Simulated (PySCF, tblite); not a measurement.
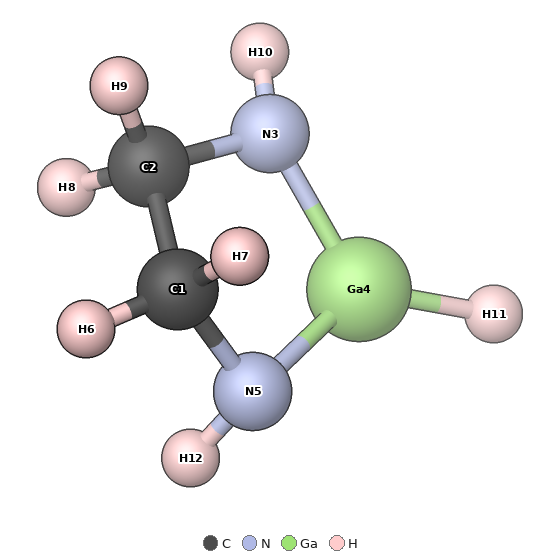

The molecule: C₂H₇GaN₂, SMILES C1C[NH][GaH][NH]1, singlet.

Kohn-Sham orbital energies near the frontier, CAM-B3LYP/def2-SVPD with PySCF, at a GFN2-xTB geometry (a minimum by its frequencies), isolated molecule; empty levels in grey, levels within 0.03 eV side by side.

**Where do the frontier orbitals lie?**

HOMO at −7.58 eV, LUMO at 0.18 eV, 7.76 eV apart.

**List the levels with the atoms that carry most of them (a dash for levels above zero or within 0.03 eV of another, where shares mean little).**

```csv
orbital,energy (eV),Löwdin shares
LUMO+1,0.90,–
LUMO,0.18,–
HOMO,−7.58,"N5/N3 33 % each, C2/C1 10 % each"
HOMO−1,−8.47,"N3/N5 30 % each, C2 12 %"
HOMO−2,−10.22,"N5 32 %, Ga4 20 %, H11 15 %"
```

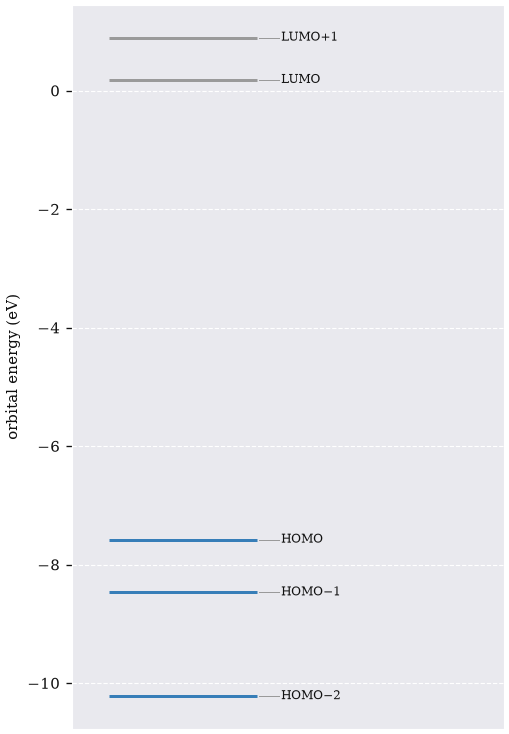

Known limits of this run: the tight-binding geometry is rougher than a DFT one and adds to the error; one conformer of a flexible molecule; empty levels above zero depend strongly on the basis.
